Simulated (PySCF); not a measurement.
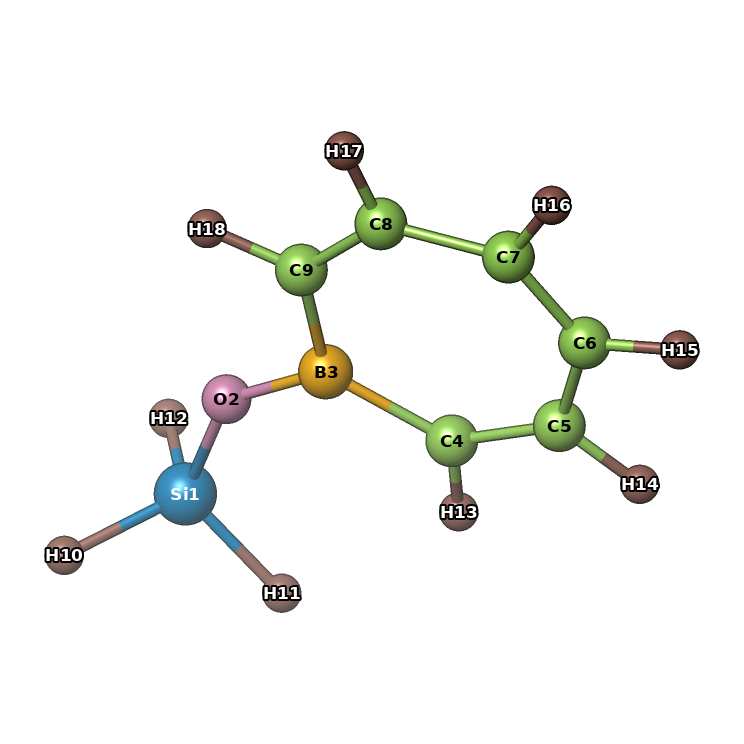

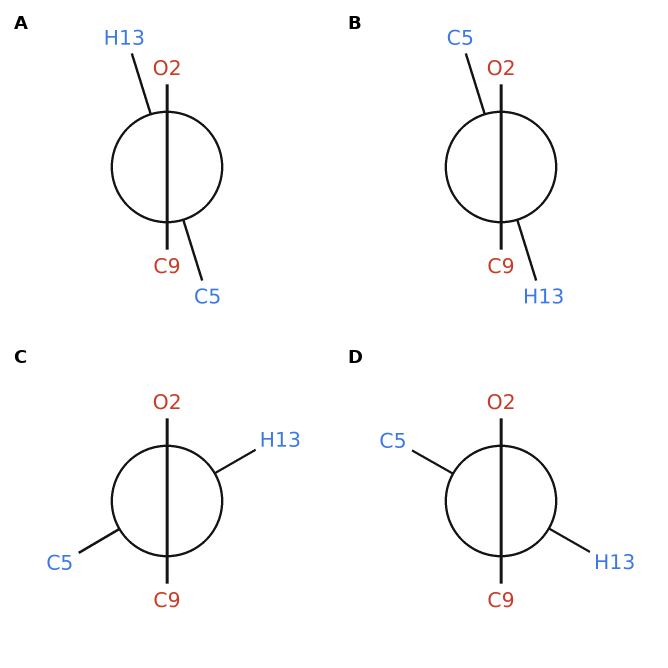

Depth is shown by fading: the farther an atom, the more it takes the colour of the background. Bonds that would overlap in a projection are set slightly apart. Computed geometry: PBE0-D3(BJ)/def2-SVP optimisation. No frequency run is at hand to confirm it as a minimum.

Which Newman projection shows the view along B3–C4, with B3 in front?

Answer. A. The torsion angle O2–B3–C4–C5 is 180°, antiperiplanar (anti).
